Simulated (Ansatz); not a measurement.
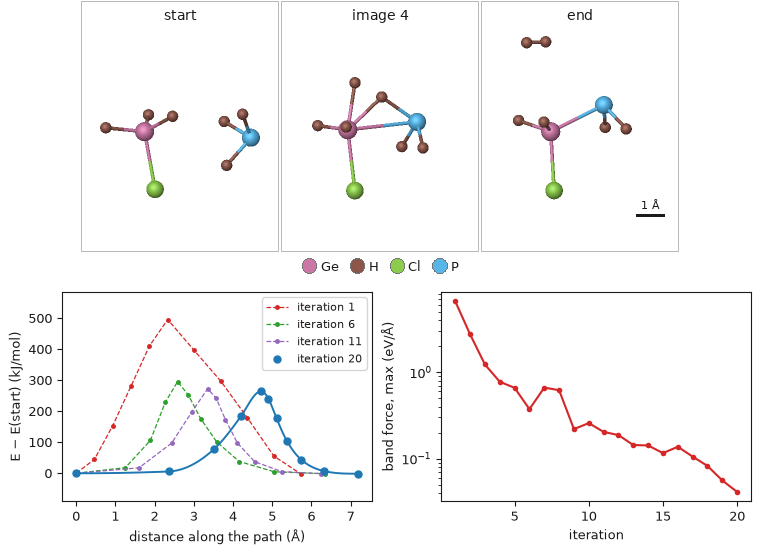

NEB run on GePH$_{6}$Cl, made up at the start of GeH3Cl and PH$_{3}$. Images are numbered from 0 (start) to 10 (end). The plot follows the band through its iterations. A ball-and-stick model, seen at a tilt.

These are results of Ansatz, RKS PBE0-D4/def2-SVP, not measurements. Set-up: 9 movable images; climbing image; force threshold 0.05 eV/Å; iteration limit 60; starting path through a guess of the saddle point.

Did the band converge, and can the barrier be trusted?

The run is converged, with reservations. The band converged in 20 iterations. The largest component of the band force went from 6.6 to 0.041 eV/Å. The climbing image converged on the top of the path. Its curvatures weren't checked. The first iteration put the highest image at 495.7 kJ/mol. Forward barrier 264.3 kJ/mol, backward barrier 265.7 kJ/mol, with image 4 at the top; the reaction energy is −1.4 kJ/mol.

Limits of the set-up: the start holds two separate molecules, 2.9 Å apart at their closest, whose relative position is a soft coordinate.
